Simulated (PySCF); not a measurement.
# BSi2H9O (SMILES [BH3-][O+]([SiH3])[SiH3]): levels of theory compared

We compute a comparison of 4 runs (HF/def2-SVP, HF/6-311G**, HF/def2-TZVP, B3LYP/6-31G*) of BSi2H9O. Input form: a Python script.

The calculation is run with PySCF 2.14.0.

## (1) Starting point

The species is BSi2H9O (13 atoms), meant as a singlet with charge 0. SMILES: `[BH3-][O+]([SiH3])[SiH3]`. Geometry: relaxed at PBE0-D4/def2-TZVP.

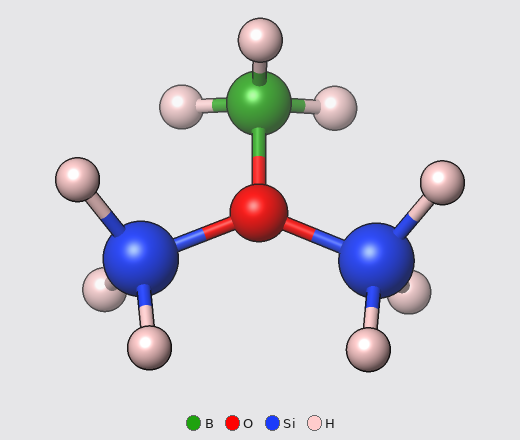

Viewed from a chosen angle; boron green, oxygen red, silicon blue, hydrogen pink.

## (2) Energy and gradient at HF/def2-SVP (run 1)

job.py

```python
# [BH3-][O+]([SiH3])[SiH3]
import pyscf.grad
from pyscf import gto

molecule = gto.M(
    atom='''
B      0.074900     1.365100    -0.721300
O      0.146300    -0.140200    -0.007300
Si     0.660000    -0.018100     1.594100
Si    -0.694100    -1.275700    -0.928000
H     -0.919500     1.289800    -1.410700
H     -0.044600     2.109600     0.227800
H      1.111100     1.465900    -1.325300
H      0.857300    -1.417100     2.048200
H     -0.393400     0.639400     2.394100
H      1.930000     0.731400     1.600700
H     -2.140400    -0.982900    -0.860100
H     -0.401400    -2.585100    -0.293800
H     -0.165900    -1.216900    -2.303500
''',
    verbose=3,
    max_memory=1860,
    basis='def2-svp',
)

hf = molecule.RHF()
hf.conv_tol = 1e-10
hf.kernel()
if not hf.converged:
    hf = hf.newton().run(hf.mo_coeff, hf.mo_occ)

etot = hf.e_tot
print('Final energy', etot)
grad = hf.Gradients().kernel()
hf.analyze()
```

Run with:

```
$ OMP_NUM_THREADS=1 python job.py
```

The log of the run:

```text
converged SCF energy = -682.426979156156
[... 23 lines left out ...]
MO #14  energy= -0.829140927980542 occ= 2
[... 18 lines left out ...]
MO #33  energy= 0.24906503652728   occ= 0
[... 18 lines left out ...]
MO #52  energy= 0.699949422824181  occ= 0
[... 18 lines left out ...]
MO #71  energy= 1.46995473141999   occ= 0
[... 18 lines left out ...]
MO #90  energy= 2.06639224544685   occ= 0
[... 18 lines left out ...]
MO #109 energy= 3.45868397560354   occ= 0
[... 14 lines left out ...]
Dipole moment(X, Y, Z, Debye): -0.16738, -3.21887,  1.70062
```

It took 35 s on 1 thread of Intel Xeon at 2.50GHz (Skylake/Cascade Lake), shared host; peak memory 0.26 GiB.

## (3) Energy and forces at HF/6-311G(d,p) (run 2)

run.py

```python
from pyscf import gto

system = gto.M(
    atom='''
B        0.074900       1.365100      -0.721300
O        0.146300      -0.140200      -0.007300
Si       0.660000      -0.018100       1.594100
Si      -0.694100      -1.275700      -0.928000
H       -0.919500       1.289800      -1.410700
H       -0.044600       2.109600       0.227800
H        1.111100       1.465900      -1.325300
H        0.857300      -1.417100       2.048200
H       -0.393400       0.639400       2.394100
H        1.930000       0.731400       1.600700
H       -2.140400      -0.982900      -0.860100
H       -0.401400      -2.585100      -0.293800
H       -0.165900      -1.216900      -2.303500
''',
    spin=0,
    max_memory=1860,
    charge=0,
    verbose=4,
    basis='6-311g**',
)

hf = system.RHF()
hf.conv_tol = 1e-10
hf.kernel()
if not hf.converged:
    hf = hf.newton().run(hf.mo_coeff, hf.mo_occ)

e_tot = hf.e_tot
print('E(%s) = %.9f' % ('HF', e_tot))
grad = hf.nuc_grad_method().kernel()
dip = hf.dip_moment()
pop, q = hf.mulliken_pop()
```

Run with:

```
$ OMP_NUM_THREADS=1 python run.py
```

The log of the run:

```text
PySCF version 2.14.0

[... 67 lines left out ...]
converged SCF energy = -682.72830124456
[... 12 lines left out ...]
Dipole moment(X, Y, Z, Debye): -0.21195, -3.29437,  1.76204
[... 156 lines left out ...]
charge of   12H =     -0.15931
```

It took 69 s on 1 thread of Intel Xeon at 2.50GHz (Skylake/Cascade Lake), shared host; peak memory 0.51 GiB.

## (4) Energy and forces at HF/def2-TZVP (run 3)

calc.py

```python
from pyscf import gto

molecule = gto.M(
    atom='''
B        0.074900       1.365100      -0.721300
O        0.146300      -0.140200      -0.007300
Si       0.660000      -0.018100       1.594100
Si      -0.694100      -1.275700      -0.928000
H       -0.919500       1.289800      -1.410700
H       -0.044600       2.109600       0.227800
H        1.111100       1.465900      -1.325300
H        0.857300      -1.417100       2.048200
H       -0.393400       0.639400       2.394100
H        1.930000       0.731400       1.600700
H       -2.140400      -0.982900      -0.860100
H       -0.401400      -2.585100      -0.293800
H       -0.165900      -1.216900      -2.303500
''',
    verbose=4,
    basis='def2-tzvp',
    max_memory=1860,
)

mf = molecule.RHF()
mf.conv_tol = 1e-10
mf.kernel()
if not mf.converged:
    mf = mf.newton().run(mf.mo_coeff, mf.mo_occ)

energy = mf.e_tot
print('Final energy', energy)
grad = mf.nuc_grad_method().kernel()
dip = mf.dip_moment()
pop, q = mf.mulliken_pop()
```

Run with:

```
$ OMP_NUM_THREADS=1 python calc.py
```

The log of the run:

```text
PySCF version 2.14.0

[... 67 lines left out ...]
converged SCF energy = -682.762758981495
Final energy -682.7627589814946
[... 11 lines left out ...]
Dipole moment(X, Y, Z, Debye): -0.17645, -3.02723,  1.60941
[... 204 lines left out ...]
charge of   12H =     -0.01735
```

It took 3.6 min on 1 thread of Intel Xeon at 2.50GHz (Skylake/Cascade Lake), shared host; peak memory 1.4 GiB.

## (5) Energy and gradient at B3LYP/6-31G(d) (spherical functions) (run 4)

run.py

```python
from pyscf import gto, dft

mol = gto.M(
    atom='''
B      0.074900     1.365100    -0.721300
O      0.146300    -0.140200    -0.007300
Si     0.660000    -0.018100     1.594100
Si    -0.694100    -1.275700    -0.928000
H     -0.919500     1.289800    -1.410700
H     -0.044600     2.109600     0.227800
H      1.111100     1.465900    -1.325300
H      0.857300    -1.417100     2.048200
H     -0.393400     0.639400     2.394100
H      1.930000     0.731400     1.600700
H     -2.140400    -0.982900    -0.860100
H     -0.401400    -2.585100    -0.293800
H     -0.165900    -1.216900    -2.303500
''',
    charge=0,
    verbose=4,
    max_memory=1860,
    basis='6-31g*',
)

ks = dft.RKS(mol, xc='b3lyp')
ks.conv_tol = 1e-10
ks.grids.level = 5
ks.kernel()
if not ks.converged:
    ks = ks.newton().run(ks.mo_coeff, ks.mo_occ)

e_tot = ks.e_tot
print(f'total energy: {e_tot:.8f} hartree')
grad = ks.nuc_grad_method().kernel()
ks.analyze()
```

Run with:

```
$ OMP_NUM_THREADS=1 python run.py
```

The log of the run:

```text
PySCF version 2.14.0

[... 103 lines left out ...]
MO #2   energy= -66.1692384702215  occ= 2
[... 15 lines left out ...]
MO #18  energy= -0.453090712764281 occ= 2
[... 15 lines left out ...]
MO #34  energy= 0.12864987178047   occ= 0
[... 15 lines left out ...]
MO #50  energy= 0.552991895015226  occ= 0
[... 15 lines left out ...]
MO #66  energy= 1.12056654145727   occ= 0
[... 15 lines left out ...]
MO #82  energy= 2.55406230652082   occ= 0
[... 98 lines left out ...]
Dipole moment(X, Y, Z, Debye): -0.15681, -3.18397,  1.67766
```

Wall time 90 s (1 thread of Intel Xeon at 2.50GHz (Skylake/Cascade Lake), shared host); peak memory 0.81 GiB.

## (6) The series

```csv
run,level,integration grid,energy (Eh),dipole moment (D),HOMO energy (eV),LUMO energy (eV),wall time
1,HF/def2-SVP,–,-682.426979,3.64,-11.70,3.05,35 s
2,HF/6-311G**,–,-682.728301,3.74,-11.65,2.41,69 s
3,HF/def2-TZVP,–,-682.762759,3.43,-11.75,2.43,3.6 min
4,B3LYP/6-31G* (spherical functions),5,-684.504553,3.60,-7.74,-0.71,90 s
```

## (7) Outcome

```
                       quantity          value
            run 4: total energy  -684.50455 Eh
           run 4: dipole moment         3.60 D
             run 4: HOMO energy       -7.74 eV
             run 4: LUMO energy       -0.71 eV
           run 4: HOMO–LUMO gap        7.03 eV
run 4: largest force on an atom     0.602 eV/Å
```

In words: The dipole moment (its size) runs from 3.43 D (HF/def2-TZVP) to 3.74 D (HF/6-311G**). The HOMO–LUMO gap runs from 7.03 eV (B3LYP/6-31G*) to 14.75 eV (HF/def2-SVP). The two ends differ in method and basis. All runs together took 6.8 min, the longest 3.6 min.
